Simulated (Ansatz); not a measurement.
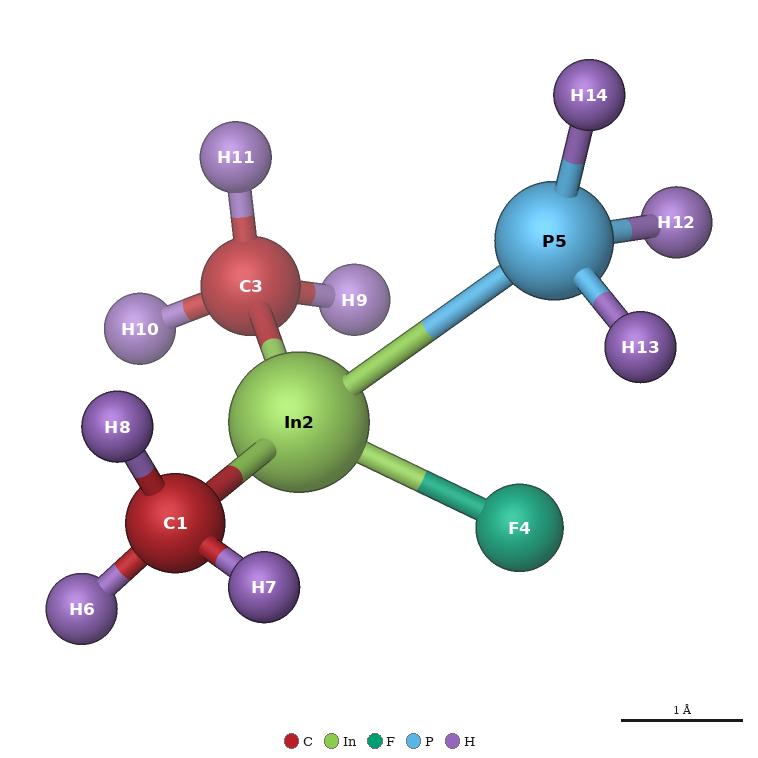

Orthographic view. Atoms fade into the background with distance from the viewer. The computed structure is the end point of a PBE-D4/def2-SVP optimisation. No frequency run is at hand to confirm it as a minimum.

List the bonded neighbours of every atom.

C1: In2, H6, H7, H8
In2: C1, C3, F4, P5
C3: In2, H9, H10, H11
F4: In2
P5: In2, H12, H13, H14
(terminal hydrogens appear only as neighbours)
